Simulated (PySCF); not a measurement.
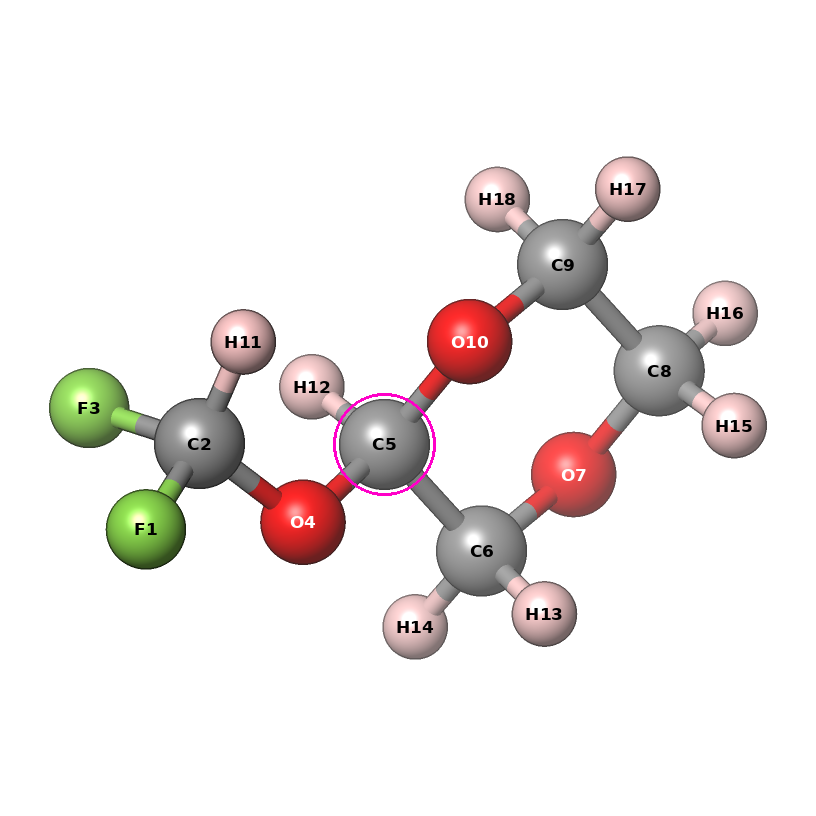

Distant atoms are faded towards the background colour. Circles mark the stereogenic atoms. Computed geometry: PBE0-D3(BJ)/def2-SVP optimisation. No frequency run is at hand to confirm it as a minimum.

What are the Cahn–Ingold–Prelog descriptors?

Answer. C5: R (priorities O4 > O10 > C6 > H12).

Write the isomeric SMILES.

Answer. FC(F)O[C@@H]1COCCO1
